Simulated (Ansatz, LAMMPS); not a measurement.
# Amorphous 92HfO2-8Al2O3 (mol %) (76 atoms): relaxation and levels of theory

Which bonds does the relaxation leave, and how do the Kohn-Sham gap, forces and pressure change with k-mesh and functional?

Calculated with Ansatz 0.2.0: Kohn-Sham DFT, PBE, PAW (set soft_2), plane waves; cutoff 420 eV, Γ point, fermi-dirac smearing of 0.025 eV.

**The cell**

Density at the start: 7.90 g/cm³. The cell holds 76 atoms: 22 Hf, 4 Al and 50 O. Cell: a = 10.052 Å, b = 10.052 Å, c = 10.052 Å, α = 90.0°, β = 90.0°, γ = 90.0°. 76 atoms (22 Zr, 4 Al, 50 O) placed at random at 4.77 g/cm³, melted at 5000 K for 10 ps at fixed volume with the Morse and Coulomb pair potential with partial charges (Pedone, Malavasi, Menziani, Cormack and Segre, J. Phys. Chem. B 110, 11780 (2006)). Quenched from 5000 K to 300 K at 50 K/ps and fixed volume, held 5 ps, then minimised at fixed cell. Then Zr was replaced by Hf (the potential has no terms for the new elements, so the cell is a start for a DFT relaxation).

Cell and atoms were relaxed with PBE. The walk converged after 20 steps by the program's count, with a largest force component of 0.0130 eV/Å; it began at an r.m.s. force component of 0.48 eV/Å. The edges went from 10.052, 10.052, 10.052 to 9.822, 9.386, 10.308 Å, and the volume from 13.364 to 12.464 Å³ an atom (-6.7 %).

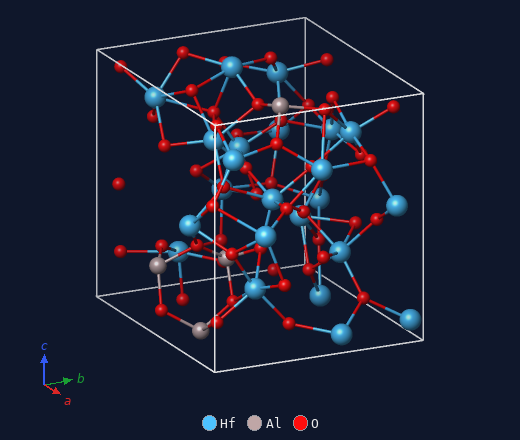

The relaxed cell. Bonds to atoms that aren't drawn are left out. Some periodic images of atoms are drawn too.

The input of the reference single point:

```yaml
crystal:
  lattice:
    - [9.814, 0.15575, -0.35352]
    - [0.15575, 9.38414, 0.0655]
    - [-0.35352, 0.0655, 10.3017]
  atoms:
    - { symbol: Hf, position: [0.72371, 0.75796, 0.30428] }
    - { symbol: Hf, position: [0.65994, 0.46907, 0.5349] }
    - { symbol: Hf, position: [0.15249, 0.77991, 0.8526] }
    - { symbol: Hf, position: [0.99245, 0.24835, 0.5153] }
    [... 70 atom lines left out ...]
    - { symbol: O, position: [0.86716, 0.41972, 0.56703] }
    - { symbol: O, position: [0.01351, 0.10721, 0.9211] }
kpoints:
  mp_grid: { grid: [1, 1, 1] }
hamiltonian:
  xc: pbe
scf:
  occupations: { method: fermi_dirac, width: 0.025 }
output:
  forces: true
  stress: true
  populations: true
  dos:
    method: { smearing: { sigma: 0.08 } }
    de: 0.05
    projected: { site_lists: { Al: [Al], Hf: [Hf], O: [O] } }
  eigenvalues: true
  write_density: true
  write_potential: true
  volumetric_format: npy
```

**Bonds after relaxation**

Bonds by pair of elements; cutoffs follow the first minimum of g(r), held within bounds set by covalent radii, and pairs that aren't listed don't count as bonded:

```csv
pair A-B,cutoff (Å),bonds,mean length (Å),spread (Å),shortest (Å),B about A,A about B
O-Hf,2.82,143,2.16,0.134,1.96,2.86,6.5
O-Al,2.33,18,1.82,0.063,1.76,0.36,4.5
```

How many atoms have how many bonded neighbours:

```csv
element,mean,2,3,4,5,6,7,8
Al,4.5,0,0,2,2,0,0,0
Hf,6.5,0,0,0,0,12,9,1
O,3.22,1,37,12,0,0,0,0
```

**Levels of theory**

Single points at the relaxed geometry:

```
functional  k-mesh  Kohn-Sham gap (eV)  pressure (GPa)  r.m.s. force component (eV/Å)  SCF cycles     time
       PBE   1×1×1               4.071            0.00                          0.003          10     16 s
       PBE   2×2×2               4.056            0.01                          0.019          10  1.9 min
     HSE06   1×1×1               5.673           -5.07                          0.103          22  4.3 min
    r2SCAN   1×1×1               4.559           -5.10                          0.072          10     31 s
    PBEsol   1×1×1               3.974           -6.09                          0.070          11     16 s
```

The gap is that between the highest filled and lowest empty Kohn-Sham level on the run's k-points. Cutoffs: 420 eV for PBE, HSE06 and PBEsol; 500 eV for r2SCAN. Times come from shared hosts and are rough.

**Findings**

By these cutoffs 50 % of Al atoms have 4, 55 % of Hf atoms have 6 and 74 % of O atoms have 3 neighbours. The Kohn-Sham gap is 4.07 eV with PBE on the 1×1×1 mesh and 4.06 eV on 2×2×2. On the 1×1×1 mesh HSE06 changes the gap by +1.60 eV against PBE. Carrying that shift over to the 2×2×2 mesh gives 4.06 + 1.60 = 5.66 eV, an estimate that takes the shift to be alike at all k-points. On the reference's mesh the gap changes with r2SCAN by +0.49 eV and PBEsol by -0.10 eV. Against the reference the pressure changes with HSE06 by -5.1 GPa, r2SCAN by -5.1 GPa and PBEsol by -6.1 GPa; a negative change means a smaller volume than PBE would take. The denser mesh moves the energy by -2.3 meV/atom and the pressure by +0.01 GPa.

Limits: All single points share the geometry relaxed with PBE. The volume changed by -6.7 % on relaxing; in so small a cell, on this mesh and at this cutoff, the relaxed density is rough. One sample; tail or defect levels can set the gap of a disordered cell. The quench rate of 50 K/ps is many orders above laboratory rates, so the cell is likely richer in defects and strain than a real sample. The network of bonds at the start is that of the classical potential that made the cell, and needn't be the one that DFT or experiment would give. Spin–orbit coupling is left out, which matters for the levels of the heavy elements. In some runs the program notes that it cut back its work space to fit the memory limit, the exchange threshold is loose for the stress and the SCF threshold is loose for the stress.

[Logs are printed without paths, hosts, clocks, repeated set-up lines and the standing remarks that a program may print on its own settings, such as how far it seeks lower states.]

[Hosts, paths, dates, database ids (printed as entryN), source tags and the programs' standing remarks are cut or masked in the printed files.]
